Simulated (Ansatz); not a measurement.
The starting structures come from a database of crystals and need not be the phases stable at ambient conditions.

 Where the default PAW files enter, the runs use the earlier of Ansatz's two default sets.

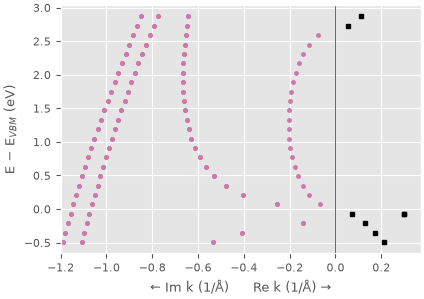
*Complex bands at the centre of the two-dimensional zone; r2SCAN (Ansatz, a quantum-chemistry and plane-wave program)*

The gap is the functional's own, uncorrected, and κ follows it; spin-orbit coupling is left out. Mid-gap values are interpolated between the computed energies.

### Question
This is Na2Te (Fm-3m, anti-fluorite, not sure to be the ambient phase, 3 atoms a cell, 32.0 Å³ an atom) along the normal of (111). Read off the slowest decay at the centre of the two-dimensional zone at 1.33 eV, the computed energy nearest the middle of the gap.

### Answer
κ ≈ 0.20 1/Å, a decay length 1/(2κ) of the density of 2.4 Å.
